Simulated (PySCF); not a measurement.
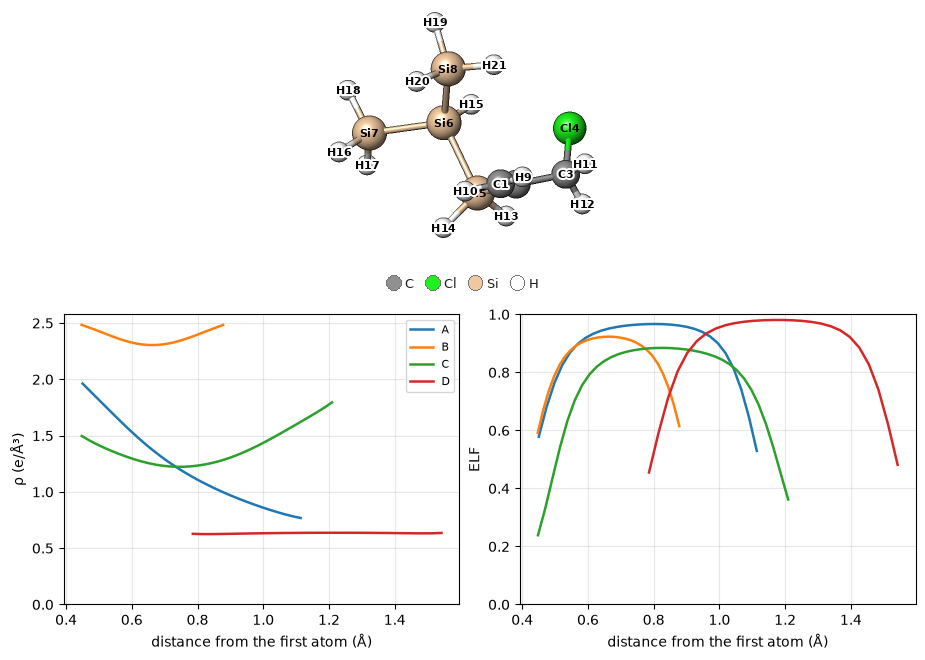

Figure. C$_{3}$H$_{13}$ClSi$_{4}$ (SMILES C=C(CCl)[SiH2][SiH]([SiH3])[SiH3]). Electron density and ELF along straight lines between neighbouring atoms. The curves leave out the atomic cores. The structure is drawn too.

Geometry: GFN2-xTB.

The calculation used PySCF, PBE0/pcSseg-1, SCF density, gas phase, non-relativistic.

Input

```
{"job": {"kind": "nmr", "xc": "PBE0", "basis": "pcSseg-1"}, "charge": 0, "multiplicity": 1}
C      1.860359     0.822969     1.652535
C      1.917280     0.079850     0.556965
C      2.910806     0.380796    -0.511628
Cl     2.063697     0.582432    -2.077034
Si     0.697661    -1.326385     0.198517
Si    -1.242000    -0.437226    -0.751115
Si    -3.129503    -1.624873    -0.083034
Si    -1.423345     1.859425    -0.391314
H      2.523634     1.656916     1.829583
H      1.153436     0.608527     2.435937
H      3.468837     1.300187    -0.328166
H      3.602166    -0.451667    -0.650687
H      1.449009    -2.309179    -0.592786
H      0.457423    -1.967799     1.500217
H     -1.128717    -0.647932    -2.213491
H     -3.338406    -1.514285     1.363440
H     -3.047919    -3.057434    -0.376280
H     -4.365727    -1.152012    -0.710116
H     -2.500127     2.472172    -1.172765
H     -1.730432     2.130716     1.017632
H     -0.207052     2.611742    -0.696884
```

Launched as:

```sh
OMP_NUM_THREADS=1 python probes_run.py task.json out
```

Which curve belongs to which contact (C–C, C–Cl, C–Si and Si–Si)? The first atom named is at distance zero.

Answer. Curve A: C–Si (1.90 Å): ρ is about 0.91 e/Å³ halfway; the ELF peaks at about 0.95 between the atoms, as expected for a covalent bond. Curve B: C–C (1.33 Å): ρ at the midpoint is about 2.3 e/Å³; the ELF peaks at about 0.90 between the atoms; a short, multiple covalent bond. Curve C: C–Cl (1.79 Å): ρ at the midpoint is about 1.3 e/Å³; the ELF peaks at about 0.90 between the atoms; a covalent bond. Curve D: Si–Si (2.33 Å): ρ at the midpoint is about 0.64 e/Å³; the ELF peaks at about 1 between the atoms (a shared electron pair).
